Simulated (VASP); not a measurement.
Band structure of TbTe₂ (space group P4/nmm). All values below come from PBEsol GGA, VASP's PBE PAW potentials (set 64) (plane waves; VASP 6.6.1).

The 4f electrons are frozen in the core of the lanthanide potential, so 4f levels, which can set the real gap, and their magnetism are missing.  Unless said otherwise, spin-orbit coupling is left out, though it shifts the bands of the heavy elements here.

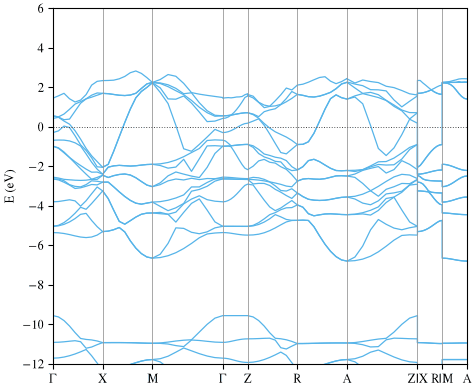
Fig. 1. Bands along high-symmetry lines, zero at the valence-band maximum or, without a gap, the Fermi level

Task: Read the plot: is there a gap, and where are the band edges?

Result: It has no gap at this level: it comes out as a metal or semimetal. (Edges off the drawn lines would not show.)

The structure comes from a computed database's TbTe2 entry (P4/nmm); how it stands against other phases isn't given here. It was relaxed first.
